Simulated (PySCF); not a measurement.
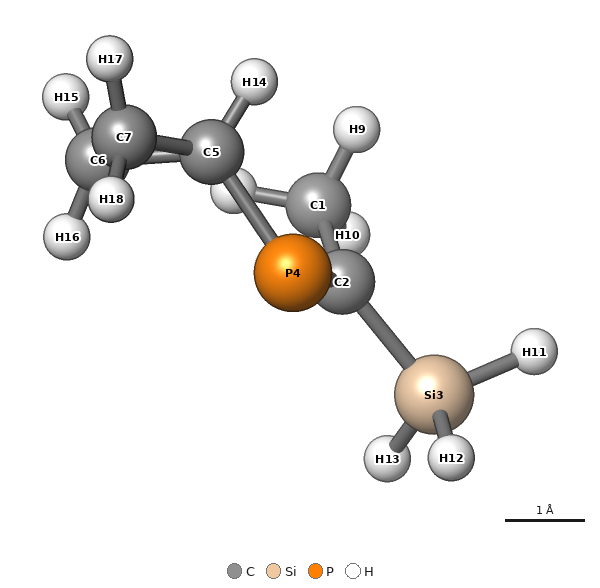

Figure 1. The structure as given in the input (ball-and-stick view, seen at a tilt; atoms are numbered from 1 in the order of the input). Bond lengths as drawn: C–C 1.49 to 1.50 Å, C–H 1.08 to 1.09 Å, C–P 1.69 to 1.85 Å, C–Si 1.88 Å and H–Si 1.46 to 1.47 Å.

## NMR shielding calculation of C$_{5}$H$_{11}$PSi

- system: C$_{5}$H$_{11}$PSi
- method: GIAO PBE0/pcSseg-1 NMR shielding, non-relativistic, gas phase (PySCF 2.14.0)

The geometry comes from this level: GFN2-xTB. It belongs to a series of runs on one base structure; here: H replaced by cPr. Figures and captions count atoms from 1; the log counts them from 0 in places.

What the program printed
```
coarse grid: 15504 points
cycle   1  E = -827.3043852073  dE =  6.815e-01  |g| = 3.860e-01  |ddm| = 3.892e+00
cycle   2  E = -827.2729508169  dE =  3.143e-02  |g| = 5.111e-01  |ddm| = 8.023e-01
cycle   3  E = -827.3396449795  dE = -6.669e-02  |g| = 1.334e-01  |ddm| = 6.028e-01
cycle   4  E = -827.3444961548  dE = -4.851e-03  |g| = 4.146e-02  |ddm| = 1.834e-01
cycle   5  E = -827.3449349213  dE = -4.388e-04  |g| = 1.067e-02  |ddm| = 5.261e-02
cycle   6  E = -827.3449644433  dE = -2.952e-05  |g| = 3.330e-03  |ddm| = 1.774e-02
cycle   7  E = -827.3449669373  dE = -2.494e-06  |g| = 5.725e-04  |ddm| = 2.900e-03
final grid: 138984 points
cycle   8  E = -827.3876456236  dE = -3.852e-05  |g| = 9.488e-03  |ddm| = 3.274e-02
cycle   9  E = -827.3876138755  dE =  3.175e-05  |g| = 1.429e-02  |ddm| = 2.148e-02
cycle  10  E = -827.3876670092  dE = -5.313e-05  |g| = 2.839e-03  |ddm| = 1.582e-02
cycle  11  E = -827.3876693238  dE = -2.315e-06  |g| = 3.567e-04  |ddm| = 3.233e-03
cycle  12  E = -827.3876693551  dE = -3.125e-08  |g| = 1.250e-04  |ddm| = 6.083e-04
cycle  13  E = -827.3876693589  dE = -3.826e-09  |g| = 3.691e-05  |ddm| = 1.668e-04
cycle  14  E = -827.3876693592  dE = -3.233e-10  |g| = 8.040e-06  |ddm| = 4.593e-05
```

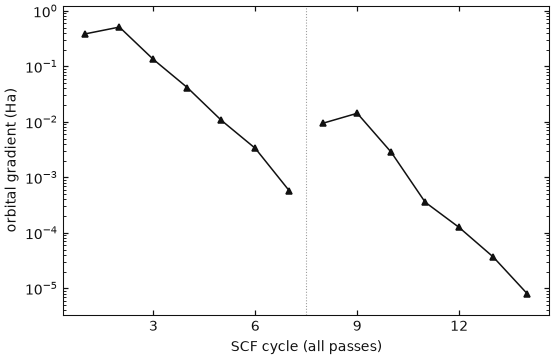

Figure 2. Convergence of the self-consistent field: orbital gradient against the SCF cycle. The dotted line marks the change from a coarse to the final integration grid. The first 7 cycles use a coarse grid, the final grid takes over at cycle 8, and the field converges after 14 cycles in all.

```
converged SCF energy = -827.3876693592

GIAO shielding tensors (ppm)
atom      isotropic    diamagn.    paramagn.     s11        s22        s33       span
  0 C      159.578     249.605     -90.027    140.502    164.525    173.708     33.206
  1 C      -32.063     267.050    -299.113   -243.993    -31.024    178.826    422.819
  2 Si     417.890     880.395    -462.505    378.410    406.827    468.434     90.024
  3 P      -57.827     969.234   -1027.062   -446.718    -66.755    339.992    786.711
  4 C      168.519     255.106     -86.588    130.898    161.440    213.218     82.320
  5 C      179.881     250.657     -70.776    151.371    179.525    208.749     57.378
  6 C      179.625     257.188     -77.564    153.061    174.679    211.134     58.074
  7 H       28.594      33.550      -4.955     23.163     30.186     32.434      9.270
  8 H       28.987      31.908      -2.921     25.111     27.760     34.092      8.980
  9 H       29.192      31.294      -2.102     24.174     29.174     34.229     10.055
 10 H       27.236      28.528      -1.292     24.157     25.515     32.035      7.878
 11 H       27.304      28.713      -1.409     23.761     26.670     31.481      7.721
 12 H       27.284      28.816      -1.533     24.220     25.575     32.056      7.836
 13 H       30.644      34.069      -3.425     24.260     28.548     39.123     14.863
 14 H       30.611      30.765      -0.154     25.623     26.220     39.991     14.367
 15 H       31.458      31.588      -0.130     26.544     28.180     39.648     13.104
 16 H       30.769      30.763       0.006     24.775     26.768     40.764     15.989
 17 H       30.911      32.040      -1.128     25.088     27.840     39.805     14.717
```

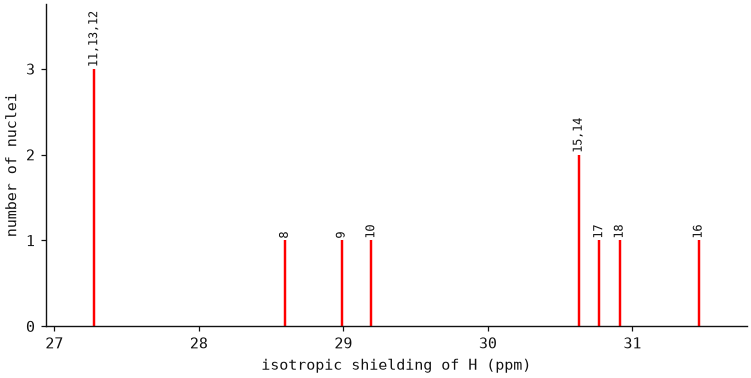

Figure 3. Isotropic shieldings of the hydrogen nuclei in this fixed geometry, labelled by atom number; shielding grows to the right, so chemical shift grows to the left. The least shielded is H11 (27.2 ppm), the most shielded H16 (31.5 ppm).

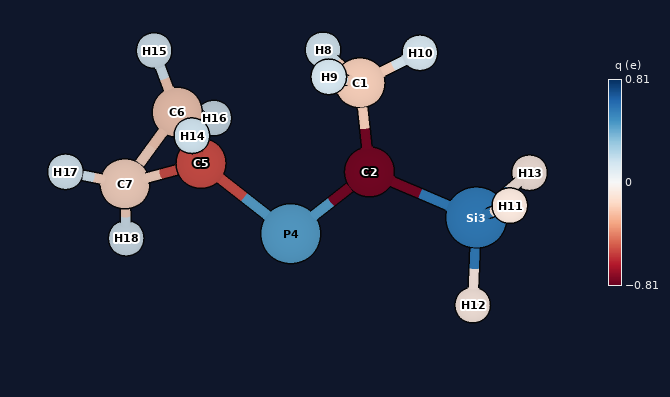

Figure 4. Mulliken charges, as the colour of each atom (ball-and-stick view, seen at a tilt; atoms are numbered from 1 in the order of the input). By element: C −0.77 to −0.18, Si +0.57, P +0.44 and H −0.09 to +0.16 e.

The run was set up as follows.

The input
```
{"job": {"kind": "nmr", "xc": "PBE0", "basis": "pcSseg-1"}, "charge": 0, "multiplicity": 1}
C      0.928437     1.311741     0.573992
C      1.281569    -0.063990     0.097251
Si     3.095996    -0.423685    -0.264581
P      0.162545    -1.306144    -0.125001
C     -1.427030    -0.499251     0.370008
C     -2.238028     0.241373    -0.658850
C     -2.715449    -1.075050    -0.140028
H      0.079889     1.715108     0.020796
H      0.649379     1.291327     1.629572
H      1.771738     1.990927     0.463573
H      3.885080    -0.133996     0.938776
H      3.248762    -1.820005    -0.661464
H      3.551760     0.476727    -1.330929
H     -1.432768    -0.101691     1.380561
H     -2.756708     1.138204    -0.351626
H     -1.862692     0.282492    -1.671836
H     -3.569543    -1.090866     0.520882
H     -2.661697    -1.926904    -0.802752
```

The first line tells a small driver script what to run in PySCF; the rest is the geometry in Å.

Launched with:
```bash
OMP_NUM_THREADS=1 python <driver script> task.json out
```

Summary

| quantity | value |
| --- | --- |
| outcome | converged |
| total energy | −827.387669 hartree |
| HOMO | −6.93 eV |
| LUMO | −1.64 eV |
| dipole moment | 1.97 D |
| isotropic shielding, C | −32.1 to 179.9 ppm |
| isotropic shielding, Si | 417.9 ppm |
| isotropic shielding, P | −57.8 ppm |
| isotropic shielding, H | 27.2 to 31.5 ppm |
| hardware | 1 CPU thread, shared host |
| wall time | 51 s |
| peak memory | 0.84 GiB |
